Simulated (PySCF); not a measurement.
SMILES [F][Al]([F])[O][SiH3] (H₃AlF₂OSi), singlet at its B3LYP/def2-SVP optimised geometry (Å):

```
8

Al    -1.6564    -1.9103    -2.7082
F     -1.1789    -3.4367    -3.1186
F     -2.7463    -1.1552    -3.6919
O     -1.0583    -1.1551    -1.3419
Si    -0.4995    -0.3617     0.0000
H     -0.9862     1.0475     0.0000
H      0.9912    -0.3617     0.0000
H     -0.9912    -1.0475     1.2289
```

Level of theory: B3LYP/def2-TZVP (PySCF 2.14.0). Cells within 0.4 Å of a nucleus heavier than hydrogen are left out (blank, or x).

Map of the log10 of the electron density (e/bohr³), floored at −4 on the plane z = 0.0 Å:

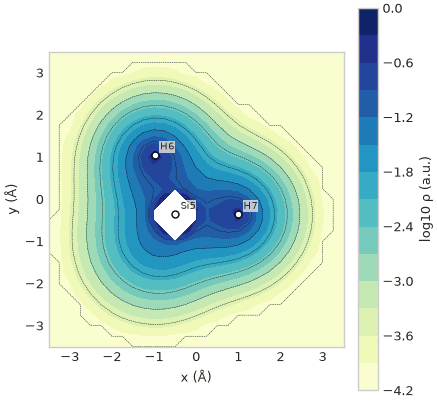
Fig. 1. Log10 of the electron density (e/bohr³), floored at −4 on the plane z = 0.0 Å.
